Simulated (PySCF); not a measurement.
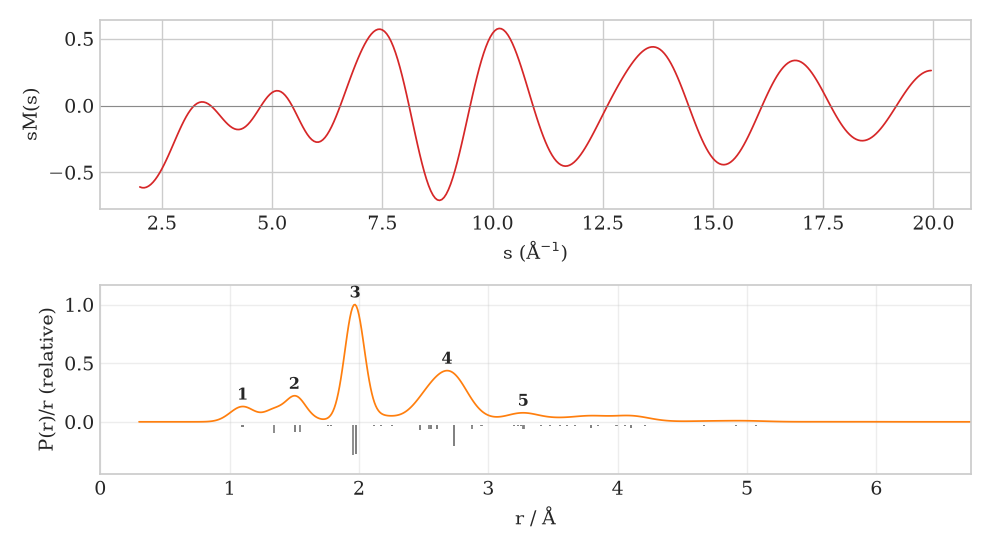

Simulated gas electron diffraction: reduced molecular intensity sM(s) from the Debye equation in the first Born approximation (top) and the radial distribution curve (bottom) of C5H10Ge. Each pair of atoms contributes with weight ZᵢZⱼ/r (bars below the curve); damping constant 0.0015 Å²; vibrational amplitudes assumed, not computed: 0.05 Å for bonds, 0.078 Å for bonds to H, 0.06 + 0.015 r up to 0.15 Å for other pairs. The geometry is the end point of an optimisation (PySCF 2.14.0, density-fitted response routines, PBE0-D3(BJ)/def2-SVP geometry optimisation, gas phase); it may be a saddle point or a higher isomer.

### Which pairs of atoms lie under the numbered peaks? Mark bonded pairs by – and others by ···.

Peak 1, 1.10 Å: C–H 1.10 Å (×9)
Peak 2, 1.50 Å: C–C 1.34–1.50 Å (×3), Ge–H 1.54 Å, not resolved
Peak 3, 1.97 Å: Ge–C 1.95–1.97 Å (×3)
Peak 4, 2.68 Å: C···C 2.47–2.87 Å (×3), Ge···H 2.54–2.60 Å (×7), Ge···C 2.73 Å (×2), not resolved
Peak 5, 3.27 Å: C···H 3.20–3.48 Å (×10), C···C 3.27 Å (×2), not resolved
